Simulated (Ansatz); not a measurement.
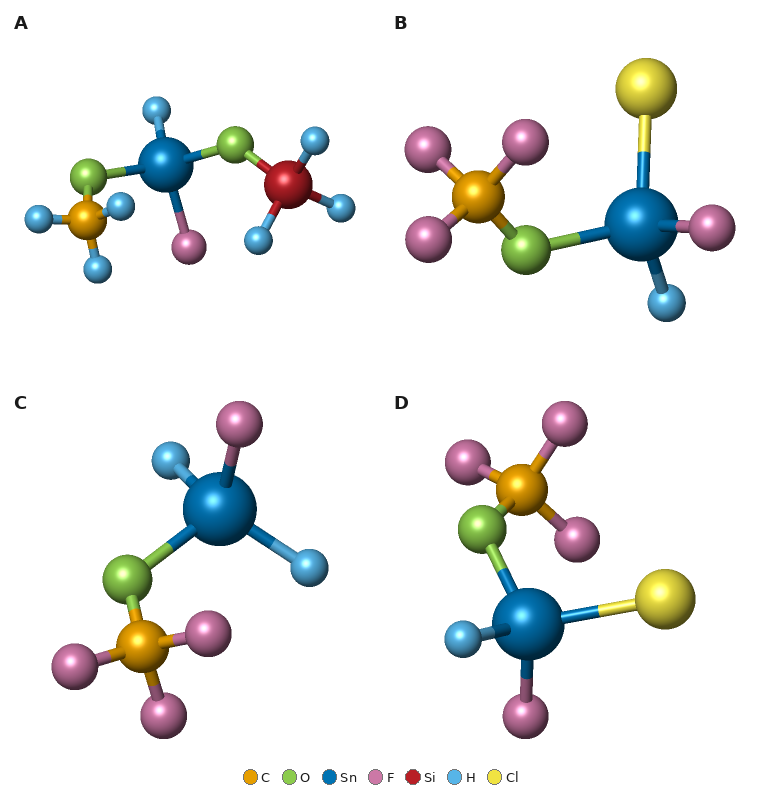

Source: calculation with Ansatz.

**Which panel belongs to which SMILES?**
(1) [F][SnH2][O]C(F)(F)F
(2) C[O][Sn@H]([F])[O][SiH3]
(3) [F][Sn@H]([Cl])[O]C(F)(F)F
(4) [F][Sn@@H]([Cl])[O]C(F)(F)F

A is (2), B is (3), C is (1), D is (4).
